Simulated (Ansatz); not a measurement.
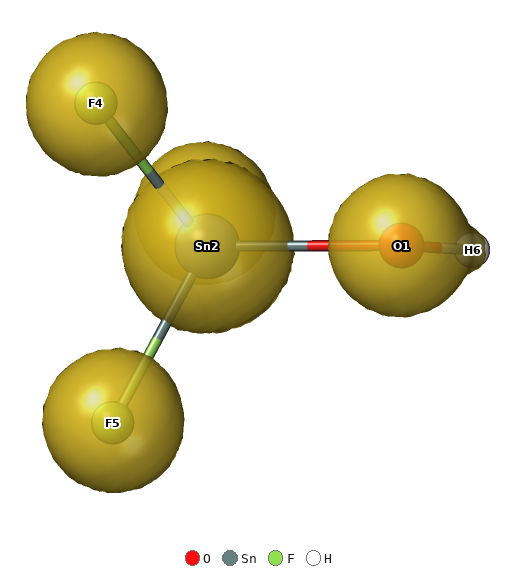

Figure. F3HOSn (SMILES [OH][Sn]([F])([F])[F]). Isosurface of the electron density at 1.5 e/Å³ (yellow), seen from one side.

Geometry: PBE0-D4/def2-TZVP; core potentials replace the inner electrons of Sn.

Method: Ansatz, RKS PBE0-D4/def2-TZVPP.

```xyz
6

O    -0.6566    0.6130    1.2665
Sn    0.2605   -0.2446   -0.1839
F    -0.6536    0.0452   -1.8123
F     0.4032   -2.0969    0.1132
F     2.0213    0.3908   -0.3944
H    -1.3327    1.2285    0.9649
```

Which contacts does the surface bridge?

At this value the surface falls into five separate pieces. It bridges the sampled O–H (0.96 Å) contacts, where the density stays above the isovalue. It is pinched off along the sampled Sn–F (1.88 Å) and Sn–O (1.92 Å) contacts. On the grid the lowest density along these lines, outside the cores, is 0.9 e/Å³ (Sn–F, 1.88 Å), 0.92 e/Å³ (Sn–O, 1.92 Å) and 2.5 e/Å³ (O–H, 0.96 Å).
